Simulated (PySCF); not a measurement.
## C$_{3}$H$_{9}$FSi$_{3}$ (charge +1): EPR calculation

The run: EPR calculation of C$_{3}$H$_{9}$FSi$_{3}$, charge +1, multiplicity 2, SMILES FC[C+]=[C][SiH]([SiH3])[SiH3]. Method and program: UKS B3LYP, pcH-1 on C F H Si, non-relativistic, mean-field spin-orbit, GIAO (PySCF 2.14.0).

It belongs to a series of runs on one base structure; here: electron removed.

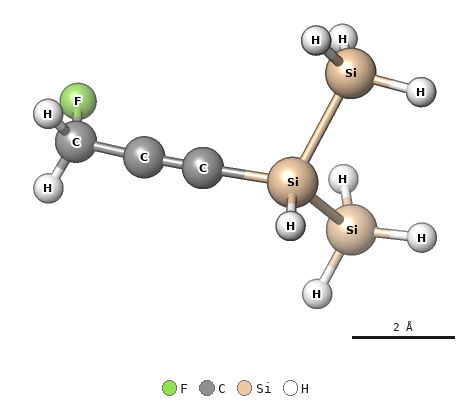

Fig. 1: The structure (ball-and-stick view, seen at a tilt).

The input
```
{"job": {"kind": "epr", "basis": "pcH-1"}, "charge": 1, "multiplicity": 2}
F      3.783721    -0.867205    -0.072640
C      3.472770     0.467598    -0.106293
C      2.038338     0.641300    -0.074661
C      0.829060     0.703455    -0.046126
Si    -1.003664     0.736024     0.000463
Si    -1.901198    -0.627244    -1.823616
Si    -1.803424    -0.498487     1.956672
H      3.895579     0.882957    -1.030309
H      3.941942     0.938769     0.767151
H     -1.338483     2.163389    -0.041823
H     -1.407069     0.013029    -3.034141
H     -3.348926    -0.533887    -1.658630
H     -1.373426    -1.967128    -1.594458
H     -3.257931    -0.417909     1.856824
H     -1.252887     0.225220     3.093736
H     -1.281999    -1.850935     1.796442
```

The first line tells a small driver script what to run in PySCF; the rest is the geometry in Å.

Hardware: 1 CPU thread, shared host.

Command:
```bash
OMP_NUM_THREADS=1 python <driver script> task.json out
```

What the program printed
```
UKS, coarse grid
  cycle   1  E = -1087.62125879  |g| = 4.71e-01
  cycle   2  E = -1087.34873372  |g| = 8.70e-01
  cycle   3  E = -1087.70226828  |g| = 1.54e-01
  cycle   4  E = -1087.70946304  |g| = 8.61e-02
  cycle   5  E = -1087.71234672  |g| = 3.96e-02
  cycle   6  E = -1087.71310403  |g| = 1.45e-02
  cycle   7  E = -1087.71322996  |g| = 5.15e-03
  cycle   8  E = -1087.71324705  |g| = 2.65e-03
  cycle   9  E = -1087.71325364  |g| = 8.17e-04
UKS, final grid
  cycle   1  E = -1087.71329457  |g| = 1.04e-03
  cycle   2  E = -1087.71329287  |g| = 2.08e-03
  cycle   3  E = -1087.71329544  |g| = 1.95e-04
  cycle   4  E = -1087.71329548  |g| = 1.36e-04
  cycle   5  E = -1087.71329552  |g| = 9.66e-05
  cycle   6  E = -1087.71329553  |g| = 3.38e-05
  cycle   7  E = -1087.71329553  |g| = 1.48e-05
E = -1087.71329553 Eh   <S^2> = 0.7554 (exact 0.7500)
g shifts (ppm)      1          2          3
  rmc          -148       -148       -148
  gc              3         28         21
  oz_so        1167       3895      12878
  total        1022       3775      12751
hyperfine (MHz)  atom isotope    a_iso     a_fc   dipolar eigenvalues
    0   19F       1.09       0.83    -12.19     -7.45     19.64
    1   13C     -10.91     -10.92     -2.20     -1.18      3.37
    2   13C      11.72      11.59    -20.40    -19.32     39.72
    3   13C      -5.66      -5.89    -13.14     -6.29     19.43
    4  29Si      38.58      38.69    -72.83     32.81     40.02
    5  29Si     -32.14     -32.15    -55.58     27.04     28.53
    6  29Si     -32.03     -32.03    -55.40     26.95     28.45
    7    1H      54.39      54.39     -2.62     -1.30      3.92
    8    1H      54.60      54.59     -2.63     -1.30      3.92
    9    1H     -14.50     -14.51     -4.40     -0.27      4.66
   10    1H      54.54      54.53     -3.90      0.51      3.39
   11    1H      16.44      16.42     -3.63      0.08      3.55
   12    1H       1.51       1.50     -3.32     -0.24      3.57
   13    1H      16.31      16.30     -3.62      0.09      3.54
   14    1H      54.71      54.70     -3.89      0.51      3.38
   15    1H       1.40       1.39     -3.31     -0.25      3.56
```

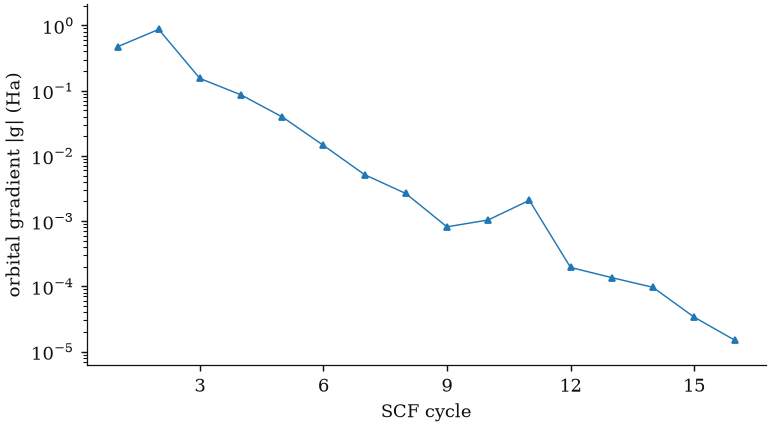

Fig. 2: Convergence of the self-consistent field: orbital gradient |g| against the SCF cycle. All cycles printed in the log are drawn one after another.

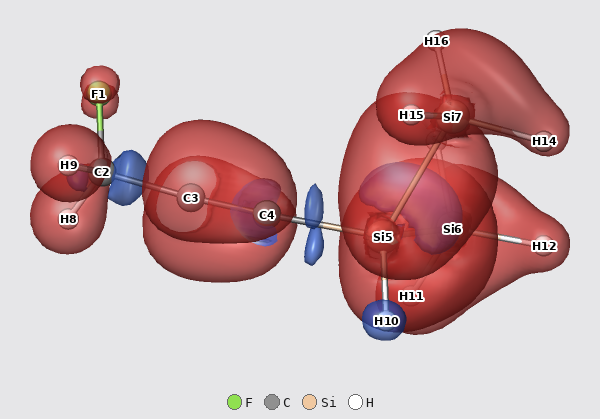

Fig. 3: Isosurfaces of the spin density (α minus β) at +0.006 (red) and −0.006 e/Å³ (blue), seen at an oblique angle. The unpaired spin (1 electron) lies mostly on Si5 (about 0.2), Si6 (about 0.2), Si7 (about 0.2), C3 (about 0.2) and C4 (about 0.1), in electrons by Hirshfeld's partition.

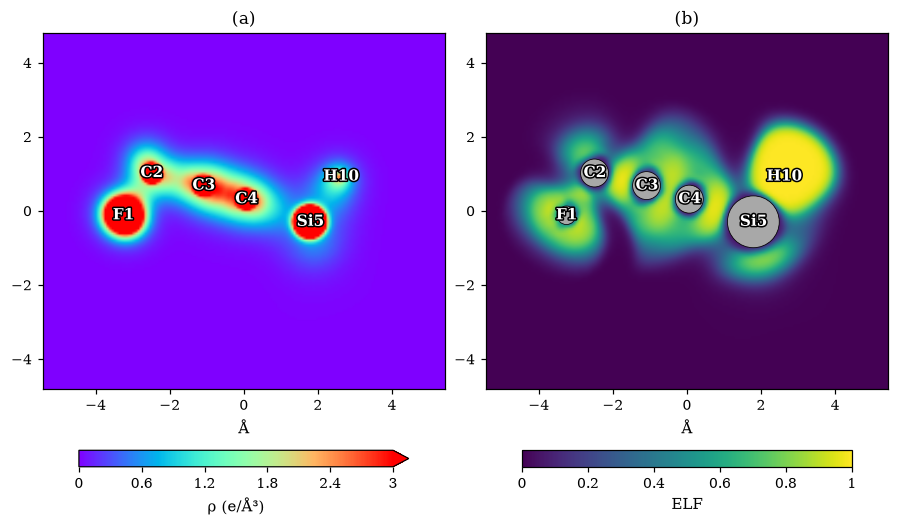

Fig. 4: (a) electron density; (b) ELF on the plane of atoms F1, C2 and C3. Grey discs, where drawn, cover atomic cores. C–Si (1.83 Å): ρ is about 0.94 e/Å³ halfway; the ELF peaks at about 0.95 between the atoms, which marks a shared electron pair. Si–H (1.47 Å): ρ at the midpoint is about 0.84 e/Å³; the ELF climbs to about 1 towards the hydrogen, as it does in any bond to H.

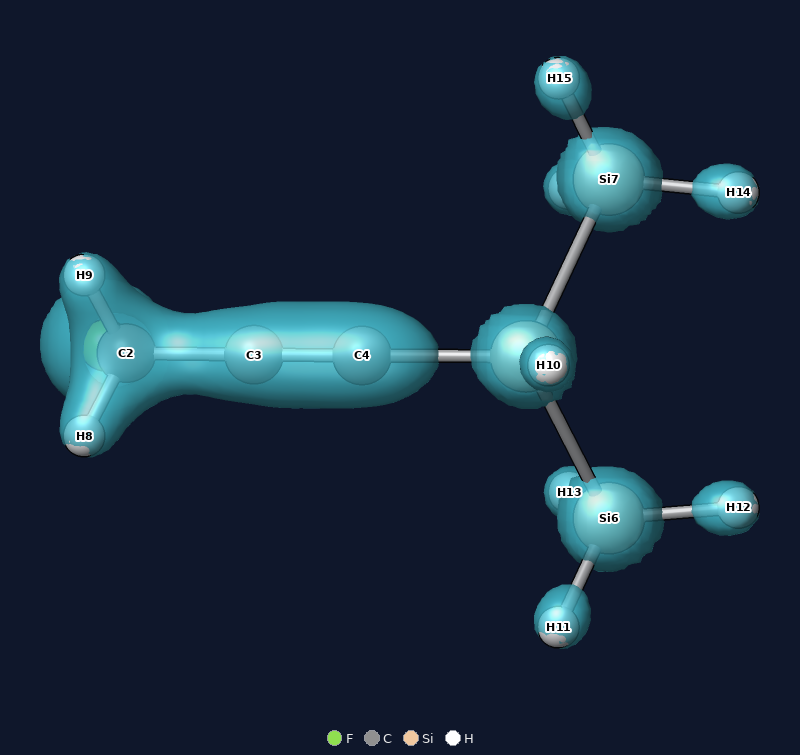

Fig. 5: Isosurface of the electron density at 1 e/Å³ (cyan), seen face on. At this value the surface falls into eleven separate pieces. It is pinched off along the C–Si (1.83 Å) and Si–Si (2.45 Å) contacts. On the grid the lowest density along these lines, outside the cores, is 2.8 e/Å³ (C–C, 1.21 Å), 1.7 e/Å³ (C–F, 1.37 Å), 0.78 e/Å³ (C–Si, 1.83 Å) and 0.49 e/Å³ (Si–Si, 2.45 Å).

Summary

```csv
quantity,value
outcome,converged
total energy,−1087.713296 hartree
⟨S²⟩,0.755
isotropic g,2.0082
wall time,5.2 min
peak memory,1.1 GiB
```
